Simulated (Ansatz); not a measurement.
One crystal and one scan (energy against volume) at two levels, PBE (plane waves to 420 eV, PAW, scalar-relativistic; Ansatz, an electronic-structure program) and r2SCAN (plane waves to 500 eV, PAW, scalar-relativistic; Ansatz), each from its own relaxed cell and on its own mesh. The cell shown is that of PBE.

TiO2 (anatase)

```yaml
crystal:
  lattice:
    - [-1.89940, 1.89940, 4.85040]
    - [1.89940, -1.89940, 4.85040]
    - [1.89940, 1.89940, -4.85040]
  atoms:
    - { symbol: Ti, position: [0.50000, 0.50000, 0.00000] }
    - { symbol: Ti, position: [0.25000, 0.75000, 0.50000] }
    - { symbol: O, position: [0.29355, 0.29355, 0.00000] }
    - { symbol: O, position: [0.04355, 0.54355, 0.50000] }
    - { symbol: O, position: [0.45645, 0.95645, 0.50000] }
    - { symbol: O, position: [0.70645, 0.70645, 0.00000] }
```

This relaxed cell (volume V₀) is scaled evenly in all directions, its shape held. The atoms relax within the cell's symmetry.

The energy includes the smearing's −TS. TiO2 is run without spin polarisation. TiO2 was relaxed with its symmetry unable to fall. With the shape held, the modulus is that of even scaling; a crystal free to change shape is softer. Percentages come from the unrounded values. Both scans cover V/V₀ from 0.900 to 1.100.

| quantity | PBE | r2SCAN | PBE − r2SCAN |
|---|---|---|---|
| Lattice constant a (Å) | 3.799 | 3.778 | +0.021 (+0.6 %) |
| Lattice constant c (Å) | 9.701 | 9.584 | +0.117 (+1.2 %) |
| Relaxed volume (Å³/atom) | 11.67 | 11.40 | +0.27 (+2.3 %) |
| Band gap of the relaxed cell, no spin-orbit coupling (eV) | 2.13 | 2.53 | -0.40 (-16 %) |
| Pressure at the smallest volume (GPa) | 25.1 | 27.6 | -2.5 (-9 %) |
| Energy cost of the largest compression (meV/atom) | 83.0 | 89.2 | -6.2 (-7.0 %) |
| Energy cost of the largest expansion (meV/atom) | 57.4 | 61.9 | -4.5 (-7.3 %) |
| Bulk modulus at fixed cell shape B₀ (third-order Birch-Murnaghan fit) (GPa) | 187.8 | 207.0 | -19.2 (-9.3 %) |
| Pressure derivative B₀′ (fit) | 4.5 | 4.5 | 0.0 |
| Pressure for 5 % compression (fit) (GPa) | 10.8 | 11.9 | -1.1 (-9 %) |

PBE gives the higher value for: lattice constant a; lattice constant c; relaxed volume. PBE gives the lower value for: band gap of the relaxed cell, no spin-orbit coupling; pressure at the smallest volume; energy cost of the largest compression; energy cost of the largest expansion; bulk modulus at fixed cell shape B₀; pressure for 5 % compression. They agree on: pressure derivative B₀′ (within 1.5 %).

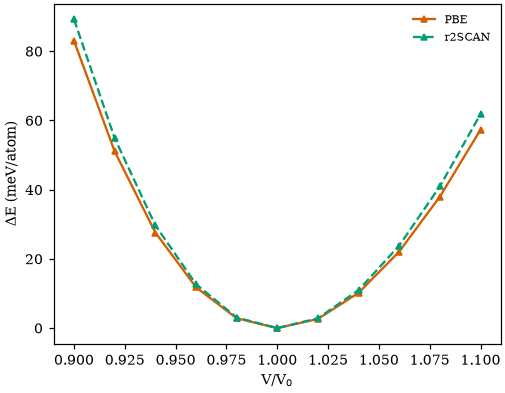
Fig. 1. ΔE, each from the relaxed starting cell of its own level.

(A scan under strain: stresses follow from slopes of the energy per volume, elastic moduli from its curvatures.)
